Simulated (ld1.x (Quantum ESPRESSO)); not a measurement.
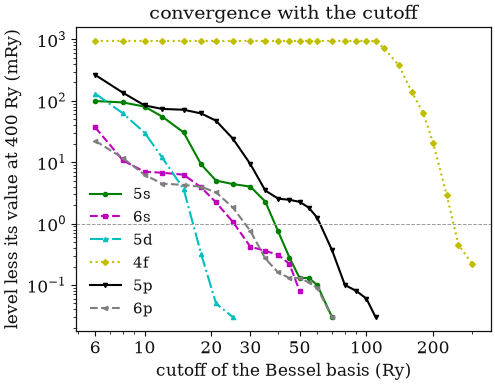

The pseudo-atom Hamiltonian at the reference potential is diagonalised in spherical Bessel functions (20 bohr box) up to the cutoff. Curves: distance of each valence level from its value at 400 Ry.

```json
{
  "Element": "Gd",
  "Generator": "ld1.x (Quantum ESPRESSO) 7.5",
  "Type": "norm-conserving Troullier–Martins (semilocal form)",
  "Functional": "PBEsol",
  "Relativity": "scalar-relativistic",
  "Frozen core": "[Kr] 4d10",
  "Valence charge": "18",
  "Reference configuration": "4f6.5 5s2 5p6 5d1.5 6s2 6p0",
  "Partial waves": "5s (bound): rc 2.05 bohr; 5d (bound): rc 2.95 bohr; 4f (bound): rc 1.20 bohr; 5p (bound): rc 1.65 bohr",
  "Local potential": "the p channel",
  "Core correction": "none"
}
```

> At which cutoff does each level come within 1 mRy for good?

5s: 40 Ry; 6s: 30 Ry; 5d: 18 Ry; 4f: 260 Ry; 5p: 70 Ry; 6p: 30 Ry.

> Which occupied shell is the hardest?

4f: its level needs 260 Ry to come within 1 mRy, against 70 Ry for 5p.

> What cutoffs are needed for 10 mRy and 1 mRy in the sum of levels?

260 Ry and over 300 Ry, on the ladder of cutoffs that was run.

The potential isn't sound: the pseudo-atom misses its own reference levels by up to 0.97 eV.
